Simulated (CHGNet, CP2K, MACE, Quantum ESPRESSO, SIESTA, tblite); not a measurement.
# Pressure against volume in glassy 58SiO2-42ZnO (mol %) (67 atoms), CHGNet 0.3.0

Density of this cell: 3.19 g/cm³. The cell holds 67 atoms: 15 Si, 11 Zn and 41 O. Its edges and angles: a = 9.780 Å, b = 9.780 Å, c = 9.780 Å, α = 90.0°, β = 90.0°, γ = 90.0°. 67 atoms (15 Si, 11 Zn, 41 O) placed at random at 3.12 g/cm³, melted at 4000 K for 10 ps at fixed volume with the Morse and Coulomb pair potential with partial charges (Pedone, Malavasi, Menziani, Cormack and Segre, J. Phys. Chem. B 110, 11780 (2006)). Quenched from 4000 K to 300 K at 500 K/ps and fixed volume, held 10 ps at zero pressure. Then the atoms were relaxed with MACE MPA-0 medium in the fixed cell.

Calculated with CHGNet 0.3.0: CHGNet 0.3.0, trained on PBE(+U) plane-wave data, no dispersion term. The unchanged cell has V0 = 13.962 Å³ an atom and P0 = -0.128 GPa. It is scaled evenly, and MACE MPA-0 medium relaxes the atoms at each volume before the single point.

| volume (Å³/atom) | pressure (GPa) |
| --- | --- |
| 13.125 | 3.530 |
| 13.543 | 1.498 |
| 14.381 | ? |
| 14.800 | -3.086 |

Task: Fit a second-order expansion in ln V to the rows given and interpolate to the withheld row.

Worked fit:

To second order in u = ln(V/V0), P = P0 − B u + ½ B B′ u², with B the bulk modulus at V0 and B′ its pressure derivative. So v = (P − P0)/u is a line in u, with intercept −B and slope ½ B B′.

| u | v (GPa) |
| --- | --- |
| -0.0618754 | -59.1334 |
| -0.0304592 | -53.3894 |
| 0.0582689 | -50.7561 |

With n = 3: mean u = -0.0113552, mean v = -54.4263, Σ(u − ū)² = 0.0077648, Σ(u − ū)(v − v̄) = 0.47353. Slope b = 0.47353 / 0.0077648 = 60.984; intercept a = v̄ − b ū = -53.734.

So B = 53.7 GPa and B′ = 2b/B = 2.3. At the withheld volume u = 0.02956, v = a + b u = -51.93 GPa, and P = P0 + u v.

Prediction at 14.381: -1.663 GPa. The run gave -1.827 GPa, so the fit is high by 0.16 GPa (8.9 % of the value).

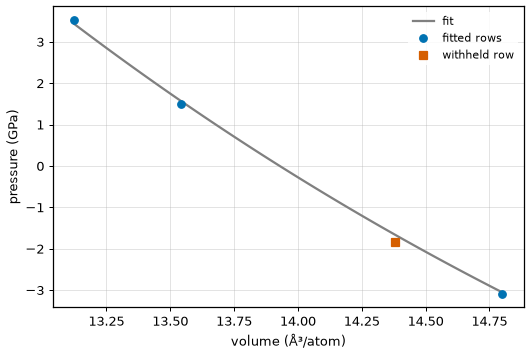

The fit, the rows that it rests on and the withheld row.

B′ = 2.3 rests on three points. Among the rows given, the largest miss of the fit is at 13.125, by 0.10 GPa (1.5 % of the range of the table).

Limits: Static cells at zero temperature, with the cell shape held. The atoms follow MACE MPA-0 medium, not this level's own minimum.

[Hosts, paths, dates, database ids (printed as entryN), source tags and the programs' standing remarks are cut or masked in the printed files.]
